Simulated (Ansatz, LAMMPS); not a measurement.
## Amorphous polyisobutylene (as short chains C18H38), from a frame at 500 K (224 atoms): geometry optimisation

How does amorphous polyisobutylene (as short chains C18H38), from a frame at 500 K (224 atoms) relax, and what do bonds, charges and levels look like afterwards?

Program: Ansatz 0.2.0. Level of theory: Kohn-Sham DFT, PBE+D4, PAW (set soft_2), plane waves. Results are calculated unless marked as measured.

## Step 1: Set-up

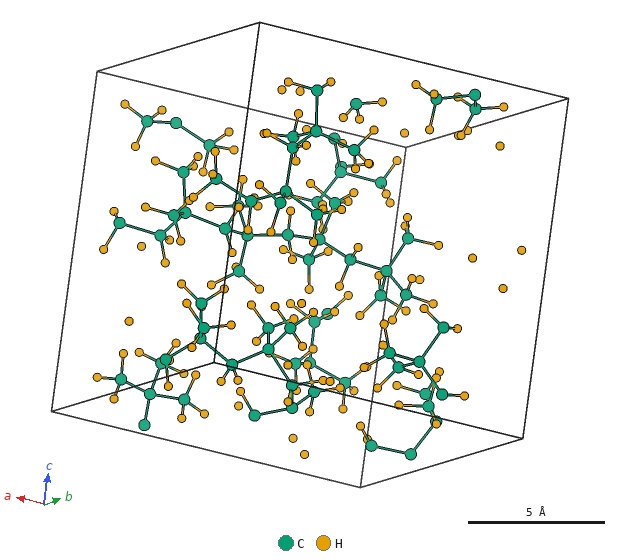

The cell as given, from a free direction (carbon teal, hydrogen orange). Bonds to atoms that aren't drawn are left out. Some periodic images of atoms are drawn too.

The cell holds 224 atoms: 72 C and 152 H. Its edges and angles: a = 12.952 Å, b = 12.952 Å, c = 12.952 Å, α = 90.0°, β = 90.0°, γ = 90.0°. 4 polyisobutylene chains of 4 units with methyl end groups placed at random, at 0.778 g/cm³; overlaps pushed apart, then 20 ps at 800 K with MMFF94 bonds, angles, torsions, charges and radii (Halgren, J. Comput. Chem. 17, 490 (1996)) in harmonic and 12-6 forms. Snapshot after 30 ps at 500 K and fixed volume.

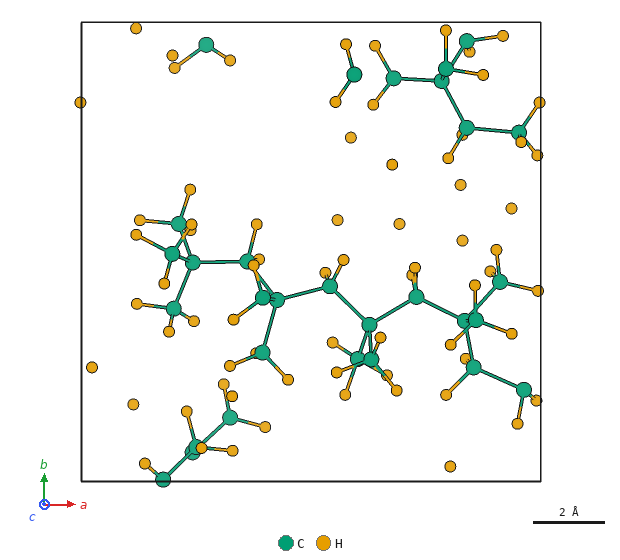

A slice 6 Å thick through the middle of the cell. Bonds to atoms that aren't drawn are left out.

Limits known from the start: The network of contacts between molecules at the start is that of the classical potential that made the cell. The density was typed from a rule of thumb and may lie off the real one at this temperature. Sampling is at Γ alone, for a cell whose shortest periodic width is 13 Å.

## Step 2: Making the structure

A classical potential makes the cell, at a small fraction of what the same run would cost in DFT.

This step: classical MD, MMFF94 bonds, angles, torsions, charges and radii (Halgren, J. Comput. Chem. 17, 490 (1996)) in harmonic and 12-6 forms; charges of ions scaled by 0.8 (LAMMPS 22 Jul 2025 - Update 4).

The input, in.lmp:

```
# amorphous polyisobutylene
units real
atom_style full
boundary p p p
bond_style harmonic
angle_style harmonic
dihedral_style opls
improper_style harmonic
special_bonds lj 0 0 0.5 coul 0 0 0.75
read_data data.lmp
neigh_modify delay 0 every 1 check yes one 4000
comm_modify cutoff 12.0
timestep 0.5
thermo_style custom step time temp pe press density
thermo_modify norm yes
# push overlapping molecules apart
pair_style soft 2.6
pair_coeff * * 0.0
variable a equal ramp(1,60)
fix ad all adapt 1 pair soft a * * v_a
velocity all create 800 706860 mom yes dist gaussian
fix lim all nve/limit 0.03
fix lan all langevin 800 800 50 706861 zero yes
thermo 1000
run 3000 post no
unfix ad
pair_style lj/cut 9.0
pair_modify mix arithmetic tail yes
pair_coeff 1 1 0.0678 3.3680   # C
pair_coeff 2 2 0.0216 2.5400   # H
thermo 100
minimize 1e-5 1e-3 300 3000
reset_timestep 0
velocity all create 800 706862 mom yes dist gaussian
# [... 13 lines left out ...]
compute msd all msd com yes
thermo 7500
fix md all nvt temp 500 500 100
run 30000 post no
print "== T500: mean square displacement over the hold $(c_msd[4]:%.2f) A^2"
unfix md
uncompute msd
write_dump all custom T500.dump id type xs ys zs modify sort id
```

Started as:

```console
$ lmp -in in.lmp -log none -nocite
```

Numbers of over 12 decimals in the logs are rounded to 6 here.

The program printed:

```text
LAMMPS (22 Jul 2025 - Update 4)
Reading data file ...
  orthogonal box = (0 0 0) to (12.9521 12.9521 12.9521)
  224 atoms
  orthogonal box = (0 0 0) to (12.9521 12.9521 12.9521)
  220 bonds
  432 angles
  612 dihedrals
   Step          Time           Temp          PotEng         Press         Density
         0   0              800            1.273029      -17314.697      0.77800016
      1000   500            592.80076      3.8423814      29716.752      0.77800016
      2000   1000           617.25859      3.9498964      37467.301      0.77800016
      3000   1500           619.98051      4.0130947      42342.1        0.77800016
[... 26 lines left out ...]
   Step          Time           Temp          PotEng         Press         Density
[... 4 lines left out ...]
Loop time of 20.0756 s on 1 MPI rank(s) for 20000 steps with 224 atoms
   Step          Time           Temp          PotEng         Press         Density
[... 2 lines left out ...]
     52500   51500          475.27049      2.0550402     -3776.2722      0.77800016
     60000   59000          545.04299      2.0524776      2446.0025      0.77800016
     67500   66500          437.11242      2.1685939      2350.0228      0.77800016
     72000   71000          552.53194      2.035876       4927.8368      0.77800016
Loop time of 32.9796 s on 1 MPI rank(s) for 30000 steps with 224 atoms
== T500: mean square displacement over the hold 11.61 A^2
```

Run time: 78 s. Hardware: 1 thread of Intel Xeon Platinum 8259CL at 2.50GHz (Skylake/Cascade Lake), shared host; peak memory 0.12 GiB.

The input also reads data.lmp (atoms, bonds and types; not printed here).

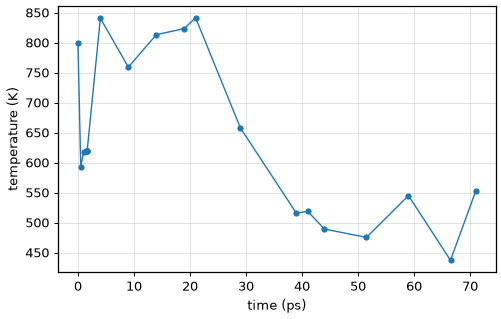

Temperature, plotted against time.

## Step 3: Single point at the start

A single point comes first, to see the forces before anything moves.

The input, input.yaml:

```yaml
crystal:
  lattice:
    - [12.9521, 0.0, 0.0]
    - [0.0, 12.9521, 0.0]
    - [0.0, 0.0, 12.9521]
  atoms:
    - { symbol: C, position: [0.96348, 0.19985, 0.53373] }
    - { symbol: C, position: [0.8541, 0.24861, 0.51447] }
    - { symbol: C, position: [0.83476, 0.34992, 0.57074] }
    - { symbol: C, position: [0.91146, 0.43485, 0.53405] }
    - { symbol: C, position: [0.85874, 0.35176, 0.68457] }
    - { symbol: C, position: [0.72932, 0.4021, 0.54022] }
    - { symbol: C, position: [0.62693, 0.34133, 0.55227] }
    - { symbol: C, position: [0.60186, 0.26692, 0.46307] }
    - { symbol: C, position: [0.63118, 0.26616, 0.64857] }
    - { symbol: C, position: [0.54114, 0.42532, 0.56095] }
    - { symbol: C, position: [0.42585, 0.39541, 0.57739] }
    - { symbol: C, position: [0.39409, 0.28091, 0.54206] }
    - { symbol: C, position: [0.395, 0.40032, 0.69034] }
    - { symbol: C, position: [0.3612, 0.47925, 0.52057] }
    - { symbol: C, position: [0.24217, 0.47705, 0.51386] }
    - { symbol: C, position: [0.21188, 0.56111, 0.43909] }
    - { symbol: C, position: [0.19768, 0.49585, 0.61725] }
    - { symbol: C, position: [0.20088, 0.37642, 0.46606] }
    - { symbol: H, position: [0.99072, 0.17638, 0.45312] }
    - { symbol: H, position: [0.94953, 0.12587, 0.58156] }
    - { symbol: H, position: [0.02275, 0.24865, 0.57032] }
    - { symbol: H, position: [0.79412, 0.18873, 0.52282] }
    - { symbol: H, position: [0.8367, 0.26755, 0.43509] }
    - { symbol: H, position: [0.99414, 0.41532, 0.54218] }
    - { symbol: H, position: [0.90352, 0.50459, 0.56913] }
    - { symbol: H, position: [0.89035, 0.45781, 0.45972] }
    - { symbol: H, position: [0.85683, 0.42754, 0.71996] }
    - { symbol: H, position: [0.93708, 0.32189, 0.70459] }
    - { symbol: H, position: [0.80396, 0.29786, 0.72217] }
    - { symbol: H, position: [0.72625, 0.46566, 0.59506] }
    - { symbol: H, position: [0.7203, 0.44977, 0.46484] }
    - { symbol: H, position: [0.54694, 0.3027, 0.41733] }
    [... 186 atom lines left out ...]
    - { symbol: H, position: [0.38061, 0.56405, 0.12681] }
    - { symbol: H, position: [0.4522, 0.47923, 0.1909] }
    - { symbol: H, position: [0.40394, 0.43642, 0.0698] }
    - { symbol: H, position: [0.54981, 0.39782, 0.98454] }
    - { symbol: H, position: [0.62158, 0.42118, 0.08342] }
    - { symbol: H, position: [0.64703, 0.47841, 0.95592] }
kpoints:
  mp_grid: { grid: [1, 1, 1] }
hamiltonian:
  xc: pbe
  dispersion: d4
scf:
  occupations: { method: fixed }
output:
  forces: true
  stress: true
  populations: true
  dos:
    method: { smearing: { sigma: 0.1 } }
    de: 0.1
    projected: { site_lists: { C: [C], H: [H] } }
  eigenvalues: true
```

Started as:

```console
$ ansatz run input.yaml --threads 4 --pin off --max-ram 8192MiB --backend cpu --events-out ev --progress --plain --runs-dir out
```

The program printed:

```text
Engine: ansatz 0.2.0, x86_64-unknown-linux-gnu
Pseudopotentials: kind: paw
Pseudopotential: C, paw, valence charge 4, recommended cutoff 420 eV (normal), C.paw.azcp
Pseudopotential: H, paw, valence charge 1, recommended cutoff 420 eV (normal), H.paw.azcp
[... 5 lines on functional and potentials left out ...]
Crystal: 224 atoms, lattice volume = 2172.804 Å³
Basis set: ecut = 420 eV, 42499 PW (Γ), exchange–correlation on 180×180×180 points (8 copies of the dense FFT grid, shifted against one another)
Bands: 444, of which v1, the nominal top of the filled ones, is band 220 counted from 1 (219 counted from 0)
Symmetry: 1 space group operations
Space group: P1 (ITA 1), of the structure as read, at distance tolerance 1.3e-4 Å
k-points: 1
[... 5 lines on functional and potentials left out ...]
Initial density: superposition of atomic densities (neutral atoms: chi_scale 0, normalization atom), corrected by the library's trained network
Initial wavefunctions: pseudopotential atomic-orbital guess
Functional: x = pbe(κ = 0.804, μ = 0.219515), c = pbe(β = 0.066725)
SCF iter   1: F=—  HF=-20512.158429 eV  |F-HF|=—  |Δ(HF+E_count)|=         —  Δρ=4.27e-3  dr2=4.27e-1  ethr=1.77e-3  ⟨swp⟩=4.0  Hψ=1534  notcnv=0  defer=220
preconditioner: auto → Resta (q_TF=auto, 2.091 Å⁻¹)  ε∞=2.2  [insulator: Δε(μ)=4.874 eV  Ē_g=15.443 eV  n_scr=340 (ndim 8)  ℏωp=16.7 eV  f_vac=0.276  ε∞_Penn≈2.2]
SCF iter   2: F=—  HF=-20512.145402 eV  |F-HF|=—  |Δ(HF+E_count)|=   1.30e-2  Δρ=1.83e-3  dr2=8.69e-2  ethr=9.70e-5  ⟨swp⟩=3.0  Hψ=734  notcnv=0  defer=221
SCF iter   3: F=—  HF=-20512.179515 eV  |F-HF|=—  |Δ(HF+E_count)|=   3.41e-2  Δρ=6.46e-4  dr2=1.30e-2  ethr=1.98e-5  ⟨swp⟩=4.0  Hψ=448  notcnv=0  defer=222
SCF iter   4: F=—  HF=-20512.185015 eV  |F-HF|=—  |Δ(HF+E_count)|=   5.50e-3  Δρ=1.70e-4  dr2=9.84e-4  ethr=2.95e-6  ⟨swp⟩=3.0  Hψ=400  notcnv=0  defer=222
SCF iter   5: F=—  HF=-20512.185252 eV  |F-HF|=—  |Δ(HF+E_count)|=   2.37e-4  Δρ=6.67e-5  dr2=1.38e-4  ethr=2.24e-7  ⟨swp⟩=3.0  Hψ=447  notcnv=0  defer=222
SCF iter   6: F=—  HF=-20512.185207 eV  |F-HF|=—  |Δ(HF+E_count)|=   4.56e-5  Δρ=1.79e-5  dr2=8.33e-6  ethr=3.15e-8  ⟨swp⟩=2.0  Hψ=446  notcnv=0  defer=222
SCF iter   7: F=—  HF=-20512.185259 eV  |F-HF|=—  |Δ(HF+E_count)|=   5.25e-5  Δρ=5.24e-6  dr2=8.20e-7  ethr=1.89e-9  ⟨swp⟩=2.0  Hψ=659  notcnv=0  defer=221
SCF iter   8: F=—  HF=-20512.185259 eV  |F-HF|=—  |Δ(HF+E_count)|=   3.20e-7  Δρ=2.01e-6  dr2=1.27e-7  ethr=2.27e-11  ⟨swp⟩=18.0  Hψ=3532  notcnv=0
SCF iter   9: F=-20512.185259 eV  HF=-20512.185259 eV  |F-HF|=3.08e-9  |Δ(HF+E_count)|=   4.09e-8  Δρ=5.02e-7  dr2=8.55e-9  ethr=2.27e-11  ⟨swp⟩=5.0  Hψ=1558  notcnv=0
SCF 1 converged in 9 iterations: F = -20512.185259 eV  dr2 = 8.55e-9
  greatest PAW one-centre occupation: 0.685 electrons in one spin orbital (limit 2), on the C atom at site 176 (counted from 0), in its partial waves of l = 0
SCF converged after 9 iterations
Free energy (F): -20512.185259 eV
Harris-Foulkes:  -20512.185259 eV  (|F-HF|=3.08e-9)
Internal energy: -20512.185259 eV  (E = F + TS)
E sigma→0 (E₀):  -20512.185259 eV
Fermi energy:    -1.880347 eV
--- Per-component energies (eV) ---
  E_band       = -3213.206662
  E_kinetic    = 8765.646263
  E_local      = -31770.011196  (includes V_loc(G=0)·N_el)
  E_nonlocal   = 2211.981226
  E_hartree    = 12144.670415
  E_xc         = -4873.439713
  E_vxc        = -6106.496233  (∫ρ·V_xc dr)
  E_paw        = -7244.164801  (= ΣΔE_a)
  E_vpaw       = -603.452496  (= ΣTr[D̂ρ^β])
  E_aug_tail   = -0.213160  (compensation charges beyond the density's cutoff)
  E_ewald      = 263.320273
  E_disp       = -9.974566  (pairwise vdW)
  E_smearing   = -0.000000  (= −TS)
  E_closure    = -0.000000  (closes the sum)
  Σ components = -20512.185259   (vs F -20512.185259, Δ=0.00e0)
--- Forces (eV/Å), atoms counted from 1 ---
  atom   1  C     -1.06092608    -1.58392678    -1.09899917
  atom   2  C      0.52067336    -0.02253146     0.40245739
  atom   3  C      0.61992423     2.23810167    -1.10359190
  atom   4  C      1.03673751    -2.79117737    -0.91443768
  atom   5  C     -0.54123292    -2.11498225     1.30707567
  atom   6  C     -0.82008323     0.22751844     0.10056347
  atom   7  C      0.32910117    -1.71929647     0.84218767
  atom   8  C      2.00928737    -2.67172457     0.37216362
  atom   9  C      0.68514083     1.00422481     0.27448171
  atom  10  C     -0.20504943    -1.69936975     0.74843242
  atom  11  C     -1.53864673    -0.79570408     0.61656546
  atom  12  C     -0.51810203     0.35841632     0.53104132
  atom  13  C      2.76436759    -3.69117712     0.97108477
  atom  14  C      0.52388898     0.13514266    -2.51760218
[...]
atom 223  H      0.11812725     0.82575061    -0.31757917
  atom 224  H     -0.25117487    -0.15015621     0.70339508
  max |Σ_I F_I| component: 4.74e-5 eV/Å
--- Stress (GPa, compression-positive) ---
        1.680430      -0.011843      -1.096141
       -0.011843       2.423069       0.409961
       -1.096141       0.409961       3.729547
  P = ⅓ Tr σ = 2.6110 GPa (26.110 kbar)
--- Band table (eV) ---
  k-point 0: bands = ["-16.8338", "-16.7631", "-16.7491", "-16.7300", [... 428 levels ...], "11.0917", "11.1360", "11.1615", "11.1719", "11.2150", "11.2347", "11.2552", "11.2734", "11.3116", "11.3409", "11.3711", "11.3818"]
--- Löwdin populations: 224 sites ---
  site symbol       q [e]
     0      C      4.4313
     1      C      4.2722
     2      C      3.9131
[...]
223      H      0.8357
  spilling = 0.011104 (of n_electrons = 440.000000)
```

Wall time 59 s (4 threads of Intel Xeon Platinum 8259CL at 2.50GHz (Skylake/Cascade Lake), shared host); peak memory 2.9 GiB.

Read from the output:

```
free energy                                      : -20512.1853 eV
free energy per atom                             : -91.5723 eV/atom
SCF cycles                                       : 9
pressure                                         : 2.611 GPa
r.m.s. force component                           : 1.086 eV/Å
longest force                                    : 4.731 eV/Å
Fermi energy                                     : -1.88 eV
gap (highest filled to lowest empty level) : 4.872 eV
spilling of the projection                       : 0.0111
```

The r.m.s. force component of 1.1 eV/Å and the pressure of 2.6 GPa set the starting point.

Length of the force by element:

```
element  coordination  atoms  mean length of the force (eV/Å)  spread  least  most
      C           all     72                             2.26   0.916  0.658  4.73
      H           all    152                             1.31   0.816  0.256  4.38
```

[end of part 1 of 3]

[Logs are printed without paths, hosts, clocks, repeated set-up lines and the standing remarks that a program may print on its own settings, such as how far it seeks lower states.]

[Hosts, paths, dates, database ids (printed as entryN), source tags and the programs' standing remarks are cut or masked in the printed files.]

[The MMFF94 radii named for the starting cell were scaled by 0.96; in molecules described by MMFF94, hydrogen bound to N, O or S took a small fixed 12-6 site in their place.]
